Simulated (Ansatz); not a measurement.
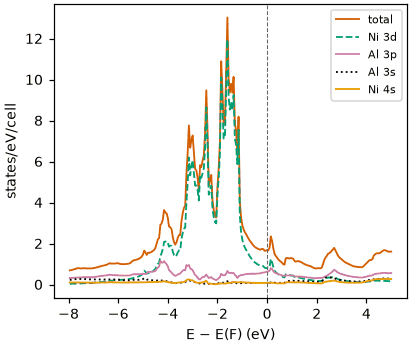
Fig. 1. Total and projected density of states of AlNi in space group Cmcm (No. 63; Al on 4c, Ni on 4c), plane-wave PAW r²SCAN (Ansatz code)

Question: Which orbitals carry the states next to the Fermi level?

Answer: Within 0.5 eV of the Fermi level: Ni 3d 50 %, Al 3p 35 %. Projections are on Löwdin-orthogonalised atomic valence shells; empty p or d shells of many metals are not among them.

Question: Where is the tallest occupied peak in this window, and what makes it?

Answer: Near -1.6 eV, about 13 states/eV per cell; the largest projected share is Ni 3d.

The start of the workflow was typed in or built on a structure type; neither database checked (COD, Materials Project) lists it. It is not the phase usual at ambient conditions (space group No. 221). The cell was relaxed with r²SCAN under the symmetry of its start; whether a distortion lowers the energy is not shown. The workflow began spin-polarised and lost its moments.

Potentials: the earlier of the program's two PAW sets.
